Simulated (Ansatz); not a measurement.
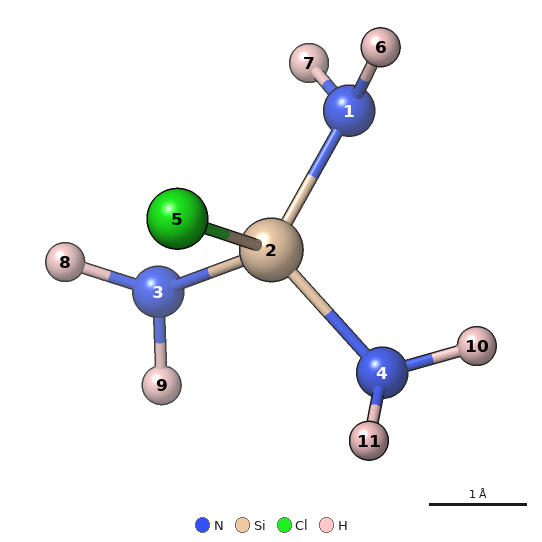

Orthographic view. Depth is shown by fading: the farther an atom, the more it takes the colour of the background. Computed geometry: PBE-D4/def2-SVP optimisation. No frequency run is at hand to confirm it as a minimum.

Write a MOL file (V2000) with the atoms in numerical order, bonds sorted by atom number with the orders drawn, and coordinates in the frame of the picture: x right, y up, z towards the viewer, origin at the mean position.

```
ClH6N3Si
                    3D

 11 10  0  0  0  0  0  0  0  0999 V2000
    0.7000    1.4800   -0.2800 N   0  0  0  0  0  0  0  0  0  0  0  0
   -0.1100    0.0400    0.2100 Si  0  0  0  0  0  4  0  0  0  0  0  0
   -1.2800   -0.4000   -0.9900 N   0  0  0  0  0  0  0  0  0  0  0  0
    1.0400   -1.2400    0.3800 N   0  0  0  0  0  0  0  0  0  0  0  0
   -1.0900    0.3600    2.0700 Cl  0  0  0  0  0  0  0  0  0  0  0  0
    1.0300    2.1400    0.4300 H   0  0  0  0  0  0  0  0  0  0  0  0
    0.2800    1.9800   -1.0700 H   0  0  0  0  0  0  0  0  0  0  0  0
   -2.2500   -0.0900   -0.8700 H   0  0  0  0  0  0  0  0  0  0  0  0
   -1.2500   -1.3700   -1.3100 H   0  0  0  0  0  0  0  0  0  0  0  0
    2.0300   -0.9600    0.3300 H   0  0  0  0  0  0  0  0  0  0  0  0
    0.9000   -1.9500    1.1100 H   0  0  0  0  0  0  0  0  0  0  0  0
  1  2  1  0
  1  6  1  0
  1  7  1  0
  2  3  1  0
  2  4  1  0
  2  5  1  0
  3  8  1  0
  3  9  1  0
  4 10  1  0
  4 11  1  0
M  END
```
